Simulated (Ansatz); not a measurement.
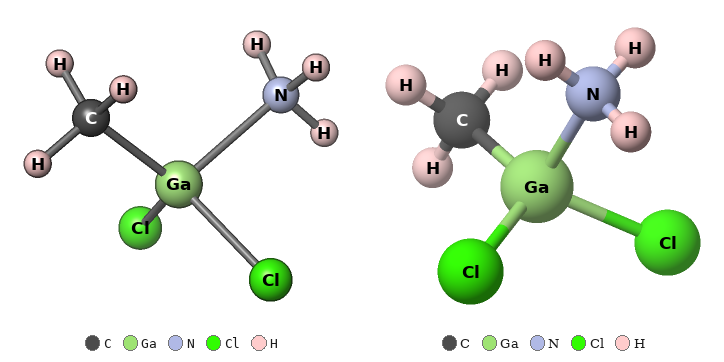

Both panels show the same species.

Describe the molecule.

The molecule is CH6Cl2GaN. SMILES: `[CH3][Ga-]([NH3+])([Cl])[Cl]`. The point group is Cs. Coordination, clear cases only: 1 C tetrahedral; 1 N tetrahedral.

More results for the same structure follow; atom numbers are the same in all pictures, views and colours differ. The geometry was computed by an optimisation with PBE0-D4/def2-TZVP.

**Levels of theory compared**

Program: Ansatz 0.2.0.

At this fixed geometry, give HOMO energy (eV) at these levels: B3LYP-D4/def2-TZVPP; HSE06 (plane-wave form)-D4/def2-TZVPP; PBE0-D4/def2-QZVPP; SPW92 (LDA)/def2-TZVPP; r2SCAN-D4/def2-TZVPP; r2SCAN0-D4/def2-TZVPP; r2SCANh-D4/def2-TZVPP; revPBE-D4/def2-TZVPP; ωB97M-V/def2-SVP; ωB97M-V/def2-TZVPP.

| level | HOMO energy (eV) |
| --- | --- |
| B3LYP-D4/def2-TZVPP | −7.68 |
| HSE06 (plane-wave form)-D4/def2-TZVPP | −7.54 |
| PBE0-D4/def2-QZVPP | −7.99 |
| SPW92 (LDA)/def2-TZVPP | −6.78 |
| r2SCAN-D4/def2-TZVPP | −6.95 |
| r2SCAN0-D4/def2-TZVPP | −8.15 |
| r2SCANh-D4/def2-TZVPP | −7.43 |
| revPBE-D4/def2-TZVPP | −6.57 |
| ωB97M-V/def2-SVP | −9.92 |
| ωB97M-V/def2-TZVPP | −10.14 |

**Dipole moment**

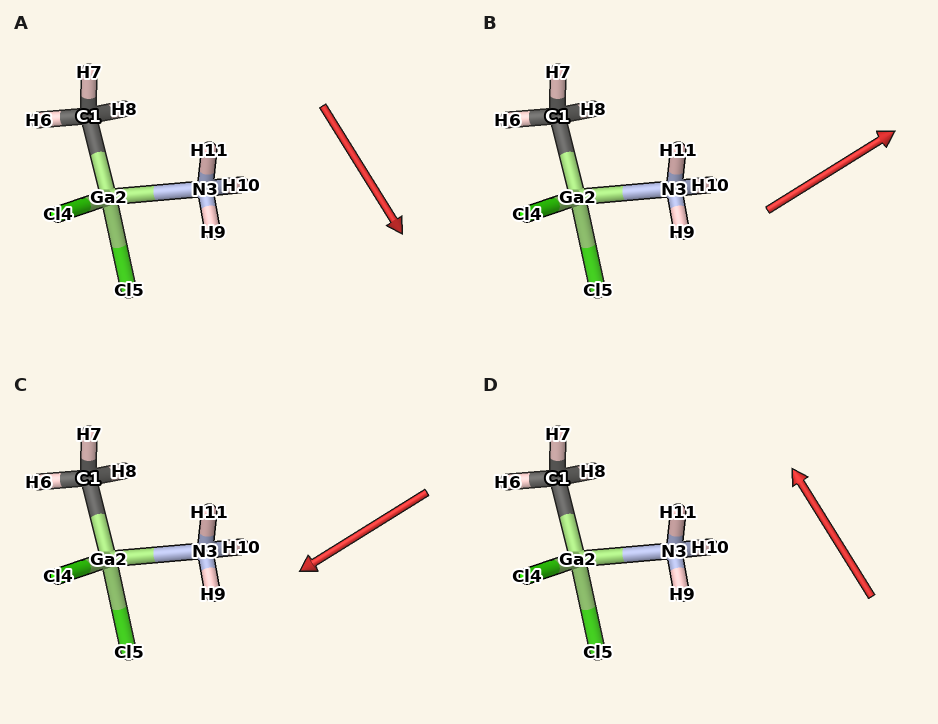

The same molecule four times, each with an arrow. Level of theory: RKS ωB97M-V/def2-TZVPP (Ansatz 0.2.0).

Question: Which arrow points along the dipole moment, from the negative to the positive end?

Answer: B. The dipole moment is 6.02 D; it points from the side of Cl4, Cl5 to the side of H10, H11 (the outermost atoms at the two ends).

**Charges**

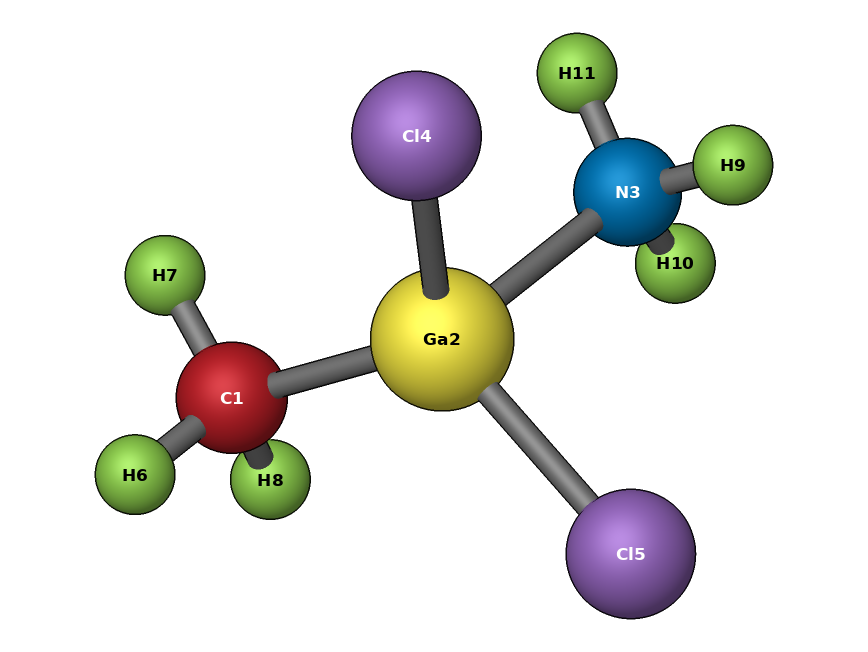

The questions are on Mulliken charges. Properties computed with RKS ωB97M-V/def2-TZVPP (Ansatz 0.2.0).

List the Mulliken charges.

| atom | value (e) |
| --- | --- |
| C1 | −0.49 |
| Ga2 | 0.50 |
| N3 | −0.19 |
| Cl4 | −0.34 |
| Cl5 | −0.34 |
| H6 | 0.13 |
| H7 | 0.12 |
| H8 | 0.12 |
| H9 | 0.18 |
| H10 | 0.16 |
| H11 | 0.16 |

Mulliken values depend strongly on the basis set and can even reverse the polarity of a bond.
